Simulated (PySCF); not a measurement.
# Si3H8O: runs on many settings

Aim: see how Si3H8O (`O[SiH2][SiH2][SiH3]`) answers to the choice of functional, basis, grid and SCF options.

Programs: PySCF 2.14.0, with density-fitted response routines of our own. Each step states its level of theory. These are calculated values for one molecule in the gas phase, unless marked as measured. Atoms count from 0, in the outputs and in this text.

### Step 1. The molecule as given

12 atoms, charge 0, multiplicity 1; geometry from: GFN2-xTB.

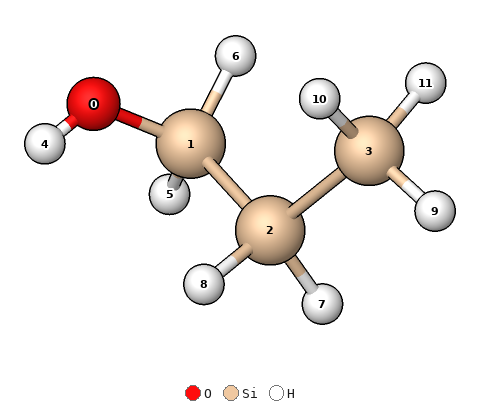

The starting geometry (oxygen red, silicon light orange, hydrogen white), atoms numbered.

### Step 2. Nuclear shieldings: PBE0/pcSseg-1

What the job is given:

```
{"job": {"kind": "nmr", "xc": "PBE0", "basis": "pcSseg-1"}, "charge": 0, "multiplicity": 1}
O      2.505089     0.794436     0.424843
Si     1.525800    -0.449637     0.822034
Si    -0.236006    -0.617309    -0.666602
Si    -2.123885     0.640136    -0.210425
H      2.982917     0.825318    -0.398059
H      2.343359    -1.667461     0.925069
H      1.137359    -0.033647     2.166692
H     -0.613914    -2.036425    -0.790742
H      0.223923    -0.292972    -2.035567
H     -3.307903     0.218474    -0.964278
H     -1.942026     2.064743    -0.505311
H     -2.493514     0.553658     1.206319
```

With the program's defaults for keys left out, this is: GIAO PBE0/pcSseg-1 NMR shielding, non-relativistic, gas phase.

Command:

```bash
$ OMP_NUM_THREADS=1 python probes_run.py task.json out
```

This one command runs all jobs of the session in turn.

The program printed:

```text
coarse grid: 10920 points
cycle   1  E = -947.9169891722  dE =  3.858e-02  |g| = 7.083e-01  |ddm| = 2.988e+00
cycle   2  E = -947.7589072635  dE =  1.581e-01  |g| = 1.148e+00  |ddm| = 1.666e+00
cycle   3  E = -948.0058325461  dE = -2.469e-01  |g| = 5.930e-02  |ddm| = 1.243e+00
cycle   4  E = -948.0066108451  dE = -7.783e-04  |g| = 1.162e-02  |ddm| = 7.790e-02
cycle   5  E = -948.0066437524  dE = -3.291e-05  |g| = 2.508e-03  |ddm| = 1.926e-02
cycle   6  E = -948.0066459755  dE = -2.223e-06  |g| = 6.078e-04  |ddm| = 4.854e-03
final grid: 89968 points
cycle   7  E = -948.0373768182  dE = -1.090e-05  |g| = 4.818e-03  |ddm| = 1.284e-02
cycle   8  E = -948.0373719116  dE =  4.907e-06  |g| = 7.092e-03  |ddm| = 8.574e-03
cycle   9  E = -948.0373804689  dE = -8.557e-06  |g| = 3.039e-04  |ddm| = 5.374e-03
cycle  10  E = -948.0373804815  dE = -1.258e-08  |g| = 4.433e-05  |ddm| = 2.618e-04
cycle  11  E = -948.0373804819  dE = -4.152e-10  |g| = 1.243e-05  |ddm| = 7.541e-05
converged SCF energy = -948.0373804819

GIAO shielding tensors (ppm)
atom      isotropic    diamagn.    paramagn.     s11        s22        s33       span
  0 O      330.755     386.468     -55.713    274.814    344.414    373.036     98.222
  1 Si     368.914     877.959    -509.045    303.607    349.405    453.729    150.122
  2 Si     484.361     882.177    -397.816    470.540    483.297    499.247     28.707
  3 Si     465.537     880.058    -414.521    452.727    463.407    480.477     27.749
  4 H       31.586      31.377       0.209     23.615     26.869     44.274     20.659
  5 H       25.918      28.302      -2.384     22.098     24.995     30.659      8.561
  6 H       26.330      29.068      -2.738     23.124     25.560     30.306      7.181
  7 H       28.612      30.047      -1.435     24.881     26.453     34.502      9.621
  8 H       28.423      30.445      -2.022     25.111     26.242     33.917      8.806
  9 H       28.104      28.703      -0.599     24.567     25.671     34.074      9.507
 10 H       28.082      29.144      -1.061     24.718     25.904     33.625      8.907
 11 H       28.220      29.141      -0.921     24.717     26.203     33.742      9.025
```

Run time: 9.9 s. Hardware: 1 thread of Intel Xeon Platinum 8488C, shared host; peak memory 0.62 GiB.

The references, computed at this level on geometries of the same kind, shield at (ppm): 1H TMS 31.72, 29Si TMS 349.2, 17O H2O 336.1. Their shielding less the atom's gives the shift. The references are single molecules in the gas phase, so shifts against H2O, NH3, PH3, H3PO4 or CFCl3 are not on the usual liquid scales and can be off by tens of ppm. Atoms listed in one row are averaged.

```
       atoms                            environment  σ (ppm)  δ (ppm)
      H5, H6  hydrogen on a silicon bonded to O, Si    26.12     5.59
H9, H10, H11     hydrogen on a silicon bonded to Si    28.14     3.58
      H7, H8   hydrogen on a silicon bonded to 2 Si    28.52     3.20
          H4     hydrogen on an oxygen bonded to Si    31.59     0.13
          O0                 oxygen bonded to Si, H    330.8      5.3
         Si1           silicon bonded to O, Si, 2 H    368.9    -19.8
         Si3              silicon bonded to Si, 3 H    465.5   -116.4
         Si2            silicon bonded to 2 Si, 2 H    484.4   -135.2
```

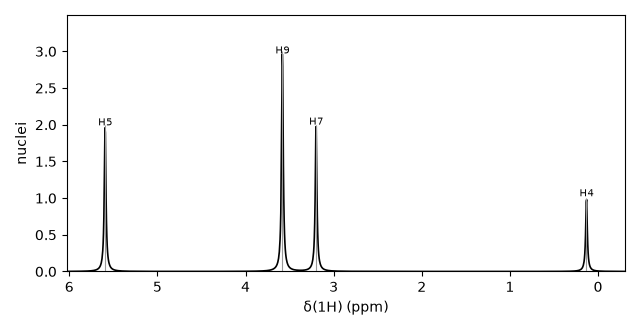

1H lines at the computed shifts, without couplings. Lines are broadened to a width of 0.02 ppm (Lorentzian).

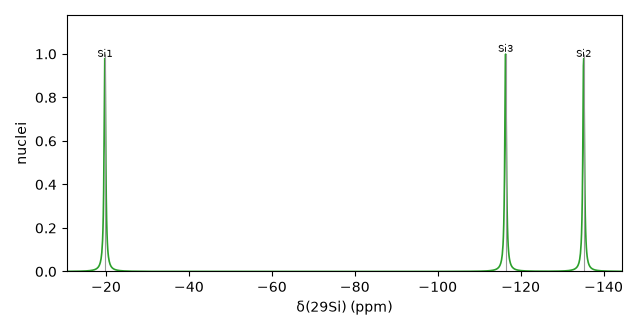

29Si lines at the computed shifts, without couplings. Lines are broadened to a width of 0.46 ppm (Lorentzian).

Charges from the same density, by scheme (e):

```csv
atoms,Mulliken,IAO,Hirshfeld,ESP fit
O0,-0.56,-0.79,-0.31,-0.68
Si1,0.64,0.77,0.32,0.58
Si2,-0.13,0.07,0.14,-0.03
Si3,0.22,0.30,0.22,0.33
```

Mulliken charges:

| atom | value (e) |
| --- | --- |
| O0 | -0.56 |
| Si1 | 0.64 |
| Si2 | -0.13 |
| Si3 | 0.22 |
| H4 | 0.24 |
| H5 | -0.10 |
| H6 | -0.10 |
| H7 | -0.03 |
| H8 | -0.03 |
| H9 | -0.05 |
| H10 | -0.05 |
| H11 | -0.06 |

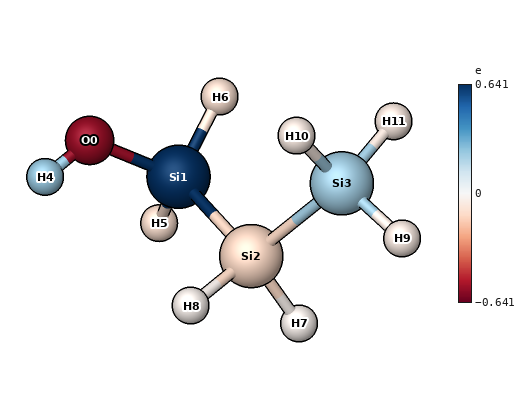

Mulliken charges, as colours on the atoms.

Mayer bond orders: O0–Si1 0.99, Si1–Si2 0.86, Si2–Si3 0.91.

### Step 3. Ultraviolet spectrum: PBE0/def2-SVPD

Settings changed since step 2:

```diff
@@ -1,2 +1,2 @@
-{"job": {"kind": "nmr", "xc": "PBE0", "basis": "pcSseg-1"}, "charge": 0, "multiplicity": 1}
+{"job": {"kind": "uv", "xc": "PBE0", "basis": "def2-SVPD", "nstates": 6, "ntriplets": 2}, "charge": 0, "multiplicity": 1}
 O      2.505089     0.794436     0.424843
```

Method: TDDFT PBE0/def2-SVPD, vertical, gas phase, core orbitals frozen in the response.

The program printed:

```text
coarse grid: 10920 points
cycle   1  E = -947.5494490555  dE =  1.913e-02  |g| = 6.621e-01  |ddm| = 3.769e+00
cycle   2  E = -947.3761407794  dE =  1.733e-01  |g| = 1.139e+00  |ddm| = 1.621e+00
cycle   3  E = -947.6339268796  dE = -2.578e-01  |g| = 5.049e-02  |ddm| = 1.073e+00
cycle   4  E = -947.6345461605  dE = -6.193e-04  |g| = 1.304e-02  |ddm| = 1.100e-01
cycle   5  E = -947.6346033669  dE = -5.721e-05  |g| = 3.160e-03  |ddm| = 2.943e-02
cycle   6  E = -947.6346074645  dE = -4.098e-06  |g| = 5.879e-04  |ddm| = 7.888e-03
final grid: 89968 points
cycle   7  E = -947.7563035337  dE = -9.925e-06  |g| = 4.223e-03  |ddm| = 3.570e-02
cycle   8  E = -947.7562983831  dE =  5.151e-06  |g| = 6.728e-03  |ddm| = 9.413e-03
cycle   9  E = -947.7563068937  dE = -8.511e-06  |g| = 1.119e-04  |ddm| = 5.662e-03
cycle  10  E = -947.7563068969  dE = -3.267e-09  |g| = 5.222e-05  |ddm| = 3.133e-04
cycle  11  E = -947.7563068980  dE = -1.068e-09  |g| = 7.171e-06  |ddm| = 1.209e-04
cycle  12  E = -947.7563068980  dE = -1.319e-11  |g| = 1.973e-06  |ddm| = 1.856e-05
converged SCF energy = -947.7563068980

Static polarisability (au): isotropic 92.630, principal 78.891 85.381 113.619

Singlet excitations
state   eV       nm        f      main configurations
  1   5.8619    211.5   0.00389   H->L 0.97
  2   6.5818    188.4   0.18706   H->L+1 0.86
  3   6.7992    182.4   0.02305   H-1->L 0.88
  4   6.9206    179.2   0.00445   H->L+2 0.88
  5   7.1046    174.5   0.00428   H-2->L 0.86
  6   7.2073    172.0   0.04671   H-1->L+1 0.74, H->L+4 0.19

Triplet excitations (Tamm-Dancoff, eV): 5.2939 5.6084
```

Run time: 13 s. Hardware: 1 thread of Intel Xeon Platinum 8488C, shared host; peak memory 0.69 GiB.

The orbitals next to the gap, with their largest atomic shares:

| orbital | eV | atoms |
| --- | --- | --- |
| HOMO−3 | -9.48 | Si2 23 %, Si3 21 %, H10 15 % |
| HOMO−2 | -9.20 | O0 32 %, Si1 22 %, H5 14 % |
| HOMO−1 | -8.70 | Si2 30 %, Si3 22 %, Si1 9 % |
| HOMO | -7.93 | Si2 27 %, Si1 22 %, O0 20 % |
| LUMO | -0.73 | Si1 28 %, Si2 26 %, O0 10 % |
| LUMO+1 | -0.34 | Si2 27 %, Si1 22 %, Si3 21 % |
| LUMO+2 | 0.19 | Si2 28 %, Si3 21 %, H8 12 % |

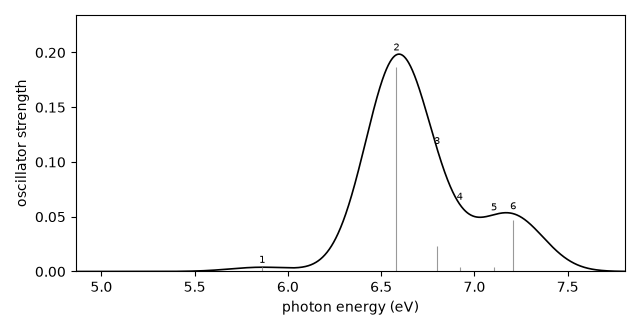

Absorption spectrum from the 6 singlet states computed; above the last one it falls off for lack of states. Lines are broadened to a width of 0.40 eV (Gaussian).

Ground-state properties from the same run:

```
           property  computed
  dipole moment (D)      1.28
polarisability (Å³)     13.73
 HOMO–LUMO gap (eV)      7.19
      −ε(HOMO) (eV)      7.93
```

### Step 4. Ultraviolet spectrum: HCTH407/def2-SVPD

Settings changed since step 3:

```diff
@@ -1,2 +1,2 @@
-{"job": {"kind": "uv", "xc": "PBE0", "basis": "def2-SVPD", "nstates": 6, "ntriplets": 2}, "charge": 0, "multiplicity": 1}
+{"job": {"kind": "uv", "xc": "HCTH407", "basis": "def2-SVPD", "nstates": 25, "ntriplets": 5, "tda": true, "grid": 3}, "charge": 0, "multiplicity": 1}
 O      2.505089     0.794436     0.424843
```

With the program's defaults for keys left out, this is: TDA HCTH407/def2-SVPD, vertical, gas phase, core orbitals frozen in the response.

The program printed:

```text
coarse grid: 10920 points
cycle   1  E = -948.0316978946  dE =  6.614e-02  |g| = 8.002e-01  |ddm| = 4.026e+00
cycle   2  E = -947.2695690786  dE =  7.621e-01  |g| = 2.009e+00  |ddm| = 2.440e+00
cycle   3  E = -948.1571072303  dE = -8.875e-01  |g| = 1.042e-01  |ddm| = 1.999e+00
cycle   4  E = -948.1606202975  dE = -3.513e-03  |g| = 5.115e-02  |ddm| = 3.570e-01
cycle   5  E = -948.1616644022  dE = -1.044e-03  |g| = 1.368e-02  |ddm| = 1.269e-01
cycle   6  E = -948.1617420563  dE = -7.765e-05  |g| = 2.843e-03  |ddm| = 3.072e-02
cycle   7  E = -948.1617446188  dE = -2.562e-06  |g| = 5.830e-04  |ddm| = 5.767e-03
final grid: 150088 points
cycle   8  E = -948.3001719015  dE = -3.151e-05  |g| = 5.125e-03  |ddm| = 7.968e-02
cycle   9  E = -948.3001556494  dE =  1.625e-05  |g| = 1.032e-02  |ddm| = 1.554e-02
cycle  10  E = -948.3001774764  dE = -2.183e-05  |g| = 7.080e-04  |ddm| = 9.733e-03
cycle  11  E = -948.3001776260  dE = -1.496e-07  |g| = 1.702e-04  |ddm| = 1.488e-03
cycle  12  E = -948.3001776374  dE = -1.147e-08  |g| = 3.512e-05  |ddm| = 3.880e-04
cycle  13  E = -948.3001776379  dE = -4.657e-10  |g| = 5.897e-06  |ddm| = 7.552e-05
converged SCF energy = -948.3001776379

Static polarisability (au): isotropic 95.169, principal 80.801 87.475 117.229

Singlet excitations
state   eV       nm        f      main configurations
  1   5.4087    229.2   0.00288   H->L 0.97
  2   6.0817    203.9   0.12801   H->L+1 0.83
  3   6.1923    200.2   0.01693   H-1->L 0.88
  4   6.2173    199.4   0.00103   H->L+2 0.95
  5   6.3862    194.1   0.00133   H-2->L 0.95
  6   6.5505    189.3   0.03096   H->L+3 0.59, H->L+4 0.35
  7   6.5802    188.4   0.01483   H->L+4 0.49, H->L+3 0.25, H-1->L+1 0.18
  8   6.7609    183.4   0.06173   H-1->L+1 0.62, H-3->L 0.16
  9   6.8762    180.3   0.00941   H-3->L 0.62, H-2->L+1 0.16
 10   7.0186    176.7   0.01720   H-2->L+1 0.38, H-1->L+2 0.27
 11   7.0471    175.9   0.01668   H-1->L+2 0.40, H-4->L 0.19, H-2->L+1 0.12
 12   7.0825    175.1   0.01979   H-4->L 0.62, H->L+5 0.14, H-2->L+1 0.10
 13   7.1133    174.3   0.05202   H->L+5 0.56
 14   7.1867    172.5   0.01440   H-3->L+1 0.43, H->L+6 0.32, H-2->L+2 0.09
 15   7.2048    172.1   0.00511   H->L+6 0.50, H-2->L+2 0.19, H-3->L+1 0.18
 16   7.2682    170.6   0.01742   H-1->L+3 0.55, H-2->L+2 0.31
 17   7.3616    168.4   0.01379   H->L+7 0.46, H-1->L+4 0.38
 18   7.4174    167.2   0.00978   H-1->L+4 0.23, H->L+7 0.19, H-1->L+3 0.16
 19   7.4532    166.4   0.02940   H-2->L+3 0.30, H->L+7 0.19, H-2->L+2 0.13
 20   7.5117    165.1   0.12166   H-5->L 0.56, H-2->L+3 0.08
 21   7.5786    163.6   0.00278   H-2->L+3 0.41, H-1->L+5 0.13, H-2->L+4 0.10
 22   7.6408    162.3   0.02434   H-2->L+4 0.53, H-4->L+1 0.15
 23   7.7437    160.1   0.11810   H-4->L+1 0.50, H-3->L+2 0.20
 24   7.7856    159.2   0.00768   H-5->L+1 0.40, H-6->L 0.37
 25   7.8530    157.9   0.09728   H-3->L+2 0.26, H-3->L+3 0.25, H-1->L+5 0.13

Triplet excitations (Tamm-Dancoff, eV): 4.9966 5.3496 5.8150 6.0036 6.1043
```

It took 20 s on 1 thread of Intel Xeon Platinum 8488C, shared host; peak memory 0.5 GiB.

This run: HOMO -6.91 eV, LUMO -1.65 eV; lowest singlet 5.41 eV.

### Step 5. Shielding tensors: PBE0/6-311G**

Settings changed since step 4:

```diff
@@ -1,2 +1,2 @@
-{"job": {"kind": "uv", "xc": "HCTH407", "basis": "def2-SVPD", "nstates": 25, "ntriplets": 5, "tda": true, "grid": 3}, "charge": 0, "multiplicity": 1}
+{"job": {"kind": "nmr", "xc": "PBE0", "basis": "6-311G**", "pop": false}, "charge": 0, "multiplicity": 1}
 O      2.505089     0.794436     0.424843
```

Method: GIAO PBE0/6-311G** NMR shielding, non-relativistic, gas phase.

The program printed:

```text
coarse grid: 10920 points
cycle   1  E = -948.0135713899  dE =  3.160e-02  |g| = 7.412e-01  |ddm| = 2.481e+00
cycle   2  E = -947.8303794258  dE =  1.832e-01  |g| = 1.214e+00  |ddm| = 2.034e+00
cycle   3  E = -948.1071454820  dE = -2.768e-01  |g| = 7.583e-02  |ddm| = 1.576e+00
cycle   4  E = -948.1083155817  dE = -1.170e-03  |g| = 1.334e-02  |ddm| = 9.077e-02
cycle   5  E = -948.1083506993  dE = -3.512e-05  |g| = 2.959e-03  |ddm| = 1.763e-02
cycle   6  E = -948.1083537200  dE = -3.021e-06  |g| = 6.964e-04  |ddm| = 4.660e-03
final grid: 89968 points
cycle   7  E = -948.1190956613  dE = -1.693e-05  |g| = 4.465e-03  |ddm| = 1.179e-02
cycle   8  E = -948.1190916512  dE =  4.010e-06  |g| = 6.407e-03  |ddm| = 8.836e-03
cycle   9  E = -948.1190986076  dE = -6.956e-06  |g| = 4.151e-04  |ddm| = 5.727e-03
cycle  10  E = -948.1190986354  dE = -2.778e-08  |g| = 9.364e-05  |ddm| = 3.717e-04
cycle  11  E = -948.1190986375  dE = -2.164e-09  |g| = 1.419e-05  |ddm| = 1.146e-04
cycle  12  E = -948.1190986376  dE = -6.457e-11  |g| = 2.382e-06  |ddm| = 1.990e-05
converged SCF energy = -948.1190986376

GIAO shielding tensors (ppm)
atom      isotropic    diamagn.    paramagn.     s11        s22        s33       span
  0 O      335.456     386.088     -50.631    285.361    346.760    374.247     88.886
  1 Si     371.035     878.280    -507.245    305.890    350.309    456.906    151.016
  2 Si     487.266     882.655    -395.390    474.941    486.191    500.665     25.724
  3 Si     468.266     880.752    -412.486    455.414    466.571    482.813     27.399
  4 H       31.947      30.451       1.496     24.086     27.236     44.518     20.432
  5 H       26.180      28.596      -2.417     22.491     25.223     30.824      8.333
  6 H       26.452      29.655      -3.203     23.353     25.624     30.380      7.027
  7 H       28.756      29.852      -1.096     25.031     26.636     34.601      9.570
  8 H       28.533      30.303      -1.770     25.142     26.404     34.053      8.911
  9 H       28.300      28.884      -0.583     24.809     25.987     34.106      9.297
 10 H       28.258      29.570      -1.312     24.940     26.067     33.767      8.827
 11 H       28.370      29.591      -1.221     24.898     26.399     33.813      8.915
```

Run time: 11 s. Hardware: 1 thread of Intel Xeon Platinum 8488C, shared host; peak memory 0.7 GiB.

In short: δ O0 7.9, Si1 -17.7, Si3 -114.9, Si2 -133.9, H5 5.77, H9 3.77 ppm (means over like atoms).

### Step 6. TDDFT and polarisability: PBE0/def2-SVPD

Settings changed since step 5:

```diff
@@ -1,2 +1,2 @@
-{"job": {"kind": "nmr", "xc": "PBE0", "basis": "6-311G**", "pop": false}, "charge": 0, "multiplicity": 1}
+{"job": {"kind": "uv", "xc": "PBE0", "basis": "def2-SVPD", "nstates": 3, "ntriplets": 5, "tda": false, "grid": 4}, "charge": 0, "multiplicity": 1}
 O      2.505089     0.794436     0.424843
```

Method: TDDFT PBE0/def2-SVPD, vertical, gas phase, core orbitals frozen in the response.

The program printed:

```text
coarse grid: 10920 points
cycle   1  E = -947.5494490555  dE =  1.913e-02  |g| = 6.621e-01  |ddm| = 3.769e+00
cycle   2  E = -947.3761407794  dE =  1.733e-01  |g| = 1.139e+00  |ddm| = 1.621e+00
cycle   3  E = -947.6339268796  dE = -2.578e-01  |g| = 5.049e-02  |ddm| = 1.073e+00
cycle   4  E = -947.6345461605  dE = -6.193e-04  |g| = 1.304e-02  |ddm| = 1.100e-01
cycle   5  E = -947.6346033669  dE = -5.721e-05  |g| = 3.160e-03  |ddm| = 2.943e-02
cycle   6  E = -947.6346074645  dE = -4.098e-06  |g| = 5.879e-04  |ddm| = 7.888e-03
final grid: 240680 points
cycle   7  E = -947.7562963516  dE = -9.877e-06  |g| = 4.232e-03  |ddm| = 3.562e-02
cycle   8  E = -947.7562911759  dE =  5.176e-06  |g| = 6.743e-03  |ddm| = 9.434e-03
cycle   9  E = -947.7562997250  dE = -8.549e-06  |g| = 1.109e-04  |ddm| = 5.675e-03
cycle  10  E = -947.7562997282  dE = -3.202e-09  |g| = 5.195e-05  |ddm| = 3.108e-04
cycle  11  E = -947.7562997293  dE = -1.060e-09  |g| = 7.110e-06  |ddm| = 1.200e-04
cycle  12  E = -947.7562997293  dE = -1.501e-11  |g| = 1.975e-06  |ddm| = 1.845e-05
converged SCF energy = -947.7562997293

Static polarisability (au): isotropic 92.630, principal 78.891 85.380 113.618

Singlet excitations
state   eV       nm        f      main configurations
  1   5.8618    211.5   0.00390   H->L 0.97
  2   6.5818    188.4   0.18705   H->L+1 0.86
  3   6.7992    182.4   0.02304   H-1->L 0.88

Triplet excitations (Tamm-Dancoff, eV): 5.2939 5.6085 6.1715 6.4251 6.5104
```

Run time: 20 s. Hardware: 1 thread of Intel Xeon Platinum 8488C, shared host; peak memory 0.71 GiB.

In short: HOMO -7.93 eV, LUMO -0.73 eV; lowest singlet 5.86 eV.

### Step 7. Side by side: NMR shifts

Shifts (ppm) of some atoms, chosen among heavy atoms and hydrogens apart, means over like atoms, with basis size and wall time:

```
          run    H5    H9    H7   O0    Si1     Si3     Si2  functions   time
PBE0/pcSseg-1  5.59  3.58  3.20  5.3  -19.8  -116.4  -135.2        129  9.9 s
PBE0/6-311G**  5.77  3.77  3.44  7.9  -17.7  -114.9  -133.9        144   11 s
```

### Step 8. Summary of results

| quantity | value |
| --- | --- |
| 1H shifts against TMS (PBE0/pcSseg-1, means over atoms taken as alike) | 5.59, 3.58, 3.20, 0.13 ppm |
| 17O shifts against H2O (PBE0/pcSseg-1) | 5.3 ppm |
| 29Si shifts against TMS (PBE0/pcSseg-1) | -19.8, -116.4, -135.2 ppm |
| lowest singlet (PBE0/def2-SVPD) | 5.86 eV (212 nm), f = 0.004 |
| brightest single state of those computed | state 2, 6.58 eV, f = 0.187 |
| lowest triplet | 5.29 eV |
| range of the shift of O0 | 5.3 to 7.9 ppm |

In words: Single values in the summary come from the first sound run of each kind (PBE0/pcSseg-1; PBE0/def2-SVPD), which need not be the best level. At PBE0/pcSseg-1: Shielding is most anisotropic at Si1 (span 150 ppm, paramagnetic term -509 ppm). The lowest singlet, at 5.86 eV, is HOMO→LUMO 0.97 and is weak; of the 6 states computed, the strongest absorption comes from state 2 at 6.58 eV. The lowest triplet lies 0.57 eV below the lowest singlet (triplets in Tamm-Dancoff, singlets in full TDDFT). In ppm, O0 moves most: its shift spreads over 2.5 ppm, from 5.3 (PBE0/pcSseg-1) to 7.9 (PBE0/6-311G**).
